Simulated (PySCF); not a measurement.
# F$_{3}$P, SMILES `FP(F)F`: electronic structure

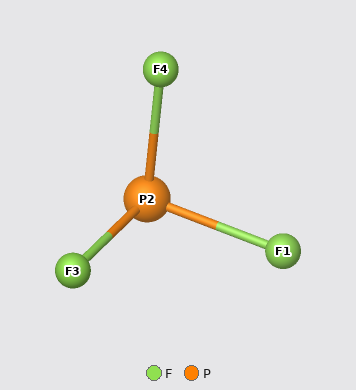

The molecule, with its atoms numbered as below. No frequency check shows the geometry to be a minimum.

Coordinates in Å:

```
F1      -1.1907    0.6338    0.3059
P2      -0.0000    0.0000   -0.5507
F3       1.1443    0.7143    0.3059
F4       0.0464   -1.3481    0.3059
```

## 1. Bonding charge

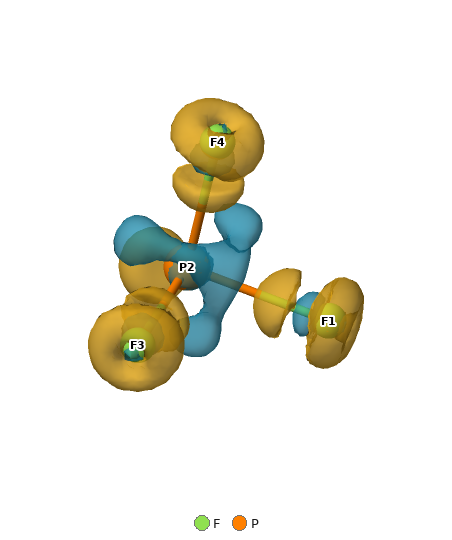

Deformation density (molecule less spherical, spin-averaged free atoms at the same positions), surfaces at ±0.15 e/Å³; yellow: gain, teal: loss.

Level of theory: PBE/def2-TZVP (PySCF), at a geometry from GFN2-xTB.

Question: Describe the bonding that the map shows.

Answer: F1–P2, P2–F4 and P2–F3: +0.05 e/Å³ at the bond critical point (bond length 1.60 Å, Mayer order 1.1); up to 0.6 Å beside the axis the gain reaches +0.28 e/Å³. In all, 0.9 electrons gather in the regions of gain relative to the promolecule. A small or negative value marks a very polar bond, one between electron-rich atoms, whose free-atom densities already overlap strongly, a long bond to a heavier atom, or a closed-shell contact such as a hydrogen bond.

## 2. Bond critical points

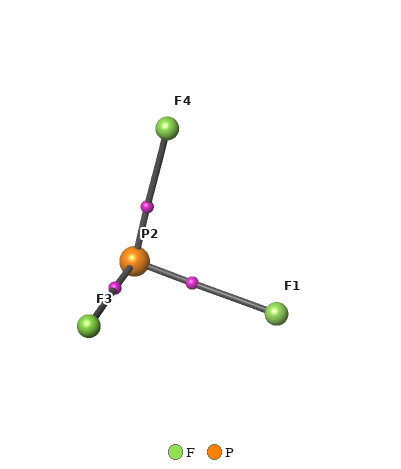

Molecular graph of the electron density (QTAIM): bond paths, bond critical points (magenta), ring points (cyan, if any); weak paths are dashed.

Question: How many critical points of each kind are there, and does the count close?

Answer: 4 nuclei, 3 bond, 0 ring and 0 cage critical points: 4 − 3 + 0 − 0 = 1, as the Poincaré–Hopf relation requires.

Question: Tabulate density, Laplacian, ellipticity and energy density at the bond critical points (atomic units).

Answer:
```json
{"bond": "F1–P2 (3 alike)", "length (Å)": "1.598", "ρ (a.u.)": "0.167", "∇²ρ (a.u.)": "+0.64", "ε": "0.05", "H (a.u.)": "−0.118"}
```

Question: What kind of interaction is F1–P2?

Answer: Polar or intermediate (positive Laplacian, negative energy density H): ρ = 0.167, ∇²ρ = +0.64, H = −0.118 a.u.

## 3. Local ionisation energy

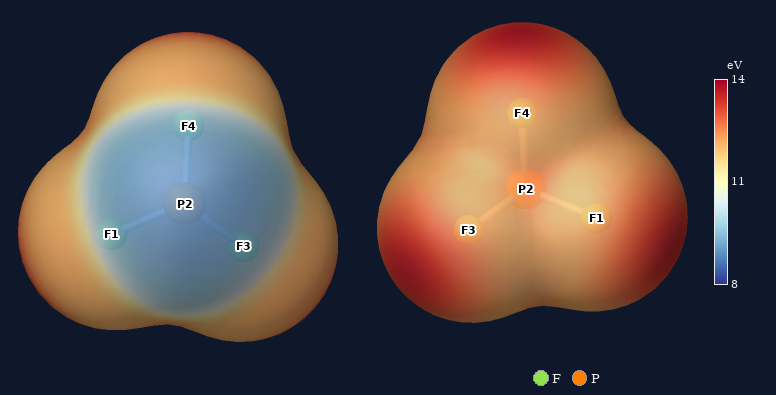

Average local ionisation energy on the surface of electron density 0.001 a.u. (back view left, front view right).

Question: Where are the most loosely bound electrons on this surface?

Answer: The lowest value is 8.8 eV, 2.2 Å from P2. Further minima include 12.1 eV, 1.7 Å from F1, and at like points elsewhere. For comparison, the highest occupied orbital lies at −8.2 eV.

Question: What volume does the surface enclose, and what is the dipole moment?

Answer: About 67 Å³; the dipole moment is 1.4 D.

## 4. In an electric field

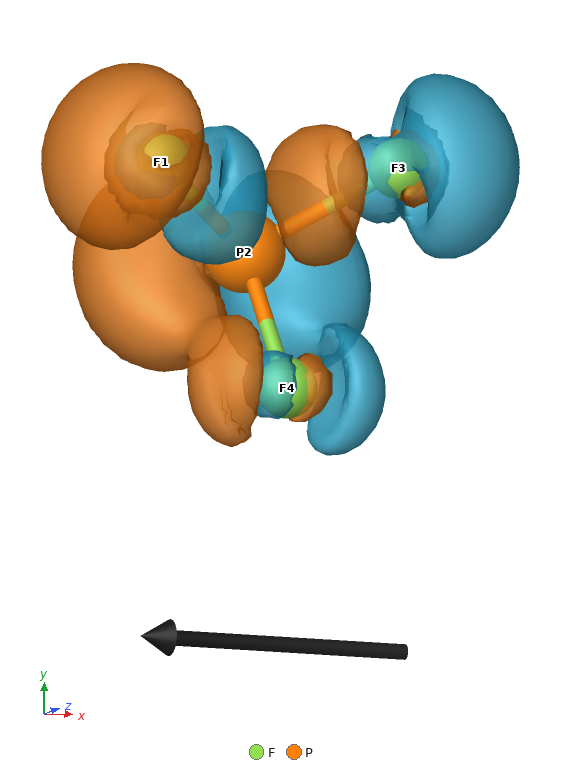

Change of the electron density in a uniform field of 0.21 V/Å along −x (arrow), surfaces at ±0.0015 e/Å³ (light blue: gain, orange: loss).

Computed with PySCF, PBE/def2-TZVP, geometry: GFN2-xTB. A basis without diffuse functions makes polarisabilities too small.

The field was applied in both directions; the picture shows the one opposite to the script's first.

Question: How large is the response?

Answer: The induced dipole is 0.25 D (along the field); α along this axis, from the fields in both directions, is 25 bohr³ (3.7 Å³).

## 5. Removing or adding an electron

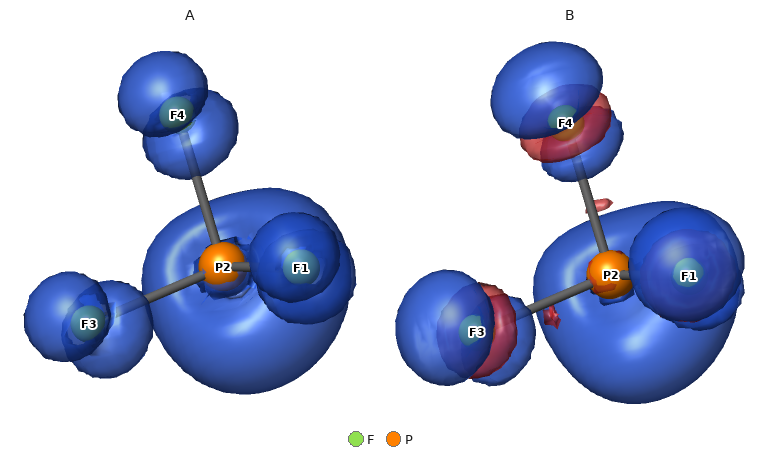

The Fukui function f⁻ from two separate SCF calculations and the density of the HOMO, at ±0.04 e/Å³ (blue positive, red negative).

Computed with PySCF, PBE/def2-TZVP, geometry: GFN2-xTB.

Question: Which panel is which, and how good is the frozen-orbital picture?

Answer: B is f⁻ (it has negative regions), A the HOMO density. The HOMO lies on P2 (60 %) and F1, F3 and F4 (13 % each); f⁻ (Hirshfeld-condensed) is largest on P2 (0.50); the vertical ionisation energy is 12.11 eV (the stability of the cation's solution wasn't checked). Relaxation shifts 10 % of the electron between atoms. The orbital energy is −8.18 eV.

The PySCF runs shown took 6.7 s, 15 s and 14 s on 1 thread of Intel(R) Xeon(R) Platinum 8488C (Sapphire Rapids), with other jobs on the host.
